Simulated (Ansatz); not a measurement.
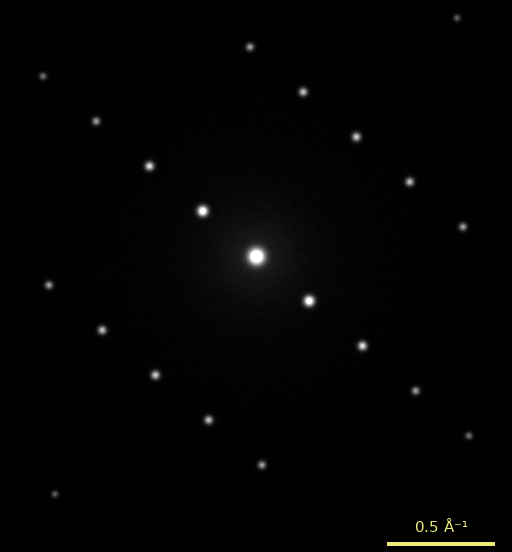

Simulated selected-area electron diffraction pattern (120 kV, kinematic approximation, thin crystal, B = 1 Å² for all atoms).

Read the repeat vectors of the pattern off the scale bar.

Answer. The spots form a rectangular net whose two shortest vectors correspond to d = 3.05 Å and 1.36 Å, 90.0° apart. Fainter spots between these are below the display threshold.

What is the point symmetry of the pattern, intensities included?

Answer. 2mm. A zero-layer kinematic pattern is always centrosymmetric (Friedel's law).

Which crystal and zone produced it?

Answer. This cannot be fixed from one zone alone; the pattern is [210] of Hg₄H, space group Im-3m (No. 229), a = 6.096 Å. The net vectors are 0 0 2 and 2 -4 0. Structure: the geometry relaxed with Ansatz, DFT, PAW plane waves, r2scan; the starting structure was generated, so it need not be a known form of this composition.
